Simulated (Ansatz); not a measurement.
Structure of Ru:

```xyz
2
Lattice="2.7231 0.0000 0.0000 -1.3616 2.3583 0.0000 0.0000 0.0000 4.3021" Properties=species:S:1:pos:R:3 pbc="T T T"
Ru    0.0000    1.5722    3.2265
Ru    1.3616    0.7861    1.0755
```

It is based on coordinates from a relaxation at fixed volume with DFT PBE, spin-orbit coupling, plane waves, PAW (Ansatz 0.2.0).

Where will the first 3 clear peaks of its neutron PDF lie (peak width σ = 0.15 Å), and from which pairs do they come?

1. 2.68 Å: Ru–Ru at 2.66–2.72 Å
2. 3.80 Å: Ru–Ru at 3.81 Å
3. 4.70 Å: Ru–Ru at 4.68–4.72 Å

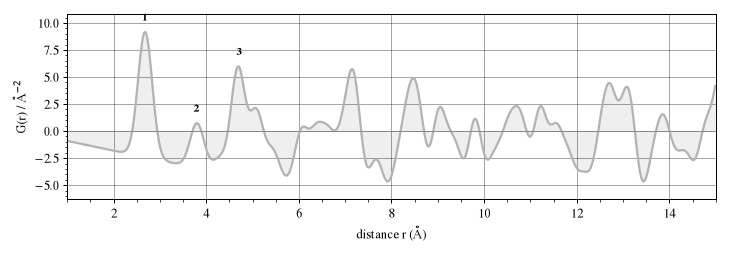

The curve is a calculated neutron PDF: distances of the static structure, each pair weighted by the product of the tabulated coherent neutron scattering lengths (natural isotope mix where the element has one), broadened by Gaussians with σ = 0.15 Å, damped by exp(−(Q_damp r)²/2) with Q_damp = 0.040 Å⁻¹. There is no Q-range truncation.
